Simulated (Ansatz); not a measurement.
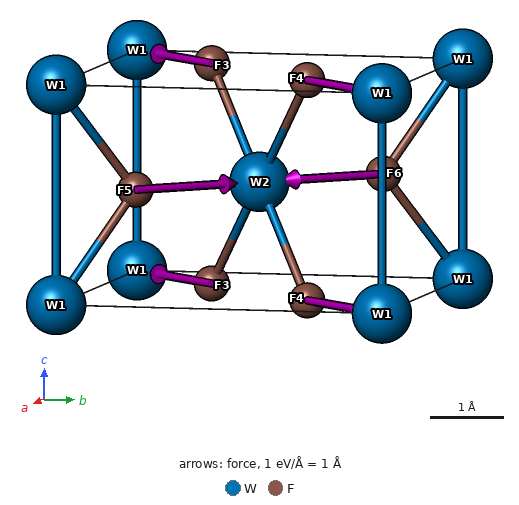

Starting geometry of crystalline WF₂ (built on the rutile type) (coarse preliminary run) with the computed forces as purple arrows. A ball-and-stick model of the cell of the calculation, seen slightly off an axis.

Method: Ansatz 0.2.0, DFT PBEsol, scalar-relativistic, plane waves, PAW. (plane-wave cutoff 420 eV; k-point mesh 4 × 4 × 6; occupations gaussian; smearing width 0.1 eV; collinear spin; cell and atoms relaxed; force threshold 0.05 eV/Å; at most 80 steps)

Q: Is this structure relaxed? If not, where do the atoms go?

A: It isn't relaxed: the largest force vector, on F atoms, is 1.67 eV/Å. The atoms end up moving mostly along the starting forces (cosine between the two patterns 1.00). Over 10 accepted moves (14 points after the start) the energy falls by 3.760 eV per cell of the calculation. The largest force component goes from 1.2 to 0.0085 eV/Å. Pressure: 44.63 GPa at the start and 0.06 GPa at the end. The line search rejected the trial steps at points 6, 8 of the run. At 2 points the geometry stayed and the basis and grid were re-selected for the new cell (energy shift of 0.413 eV per cell of the calculation at most each time). The largest moves relative to the cell, 0.19 Å, are those of F3, F4, F5 and F6. F3 goes along [−1 −1 0]. W stays in place. The drawn cell changes as follows: a = b 4.653 → 5.437 Å (+16.9 %), c 3.071 → 2.627 Å (−14.5 %); the volume changes by +16.8 %. Among the contacts that change: W1–W1 3.071 → 2.627 Å, W1–F3 2.007 → 2.151 Å, W1–F5 2.001 → 2.144 Å. Among the angles between lasting bonds that change: W2–F3–W2 100.2° → 75.6°, W1–F3–W2 129.9° → 142.2°. The space group stays P4_2/mnm (No. 136). The program noted that the starting moments weren't kept. Cost: 3.8 min on 1 thread of Arm Neoverse N1, on a shared host, peak memory 0.41 GiB.
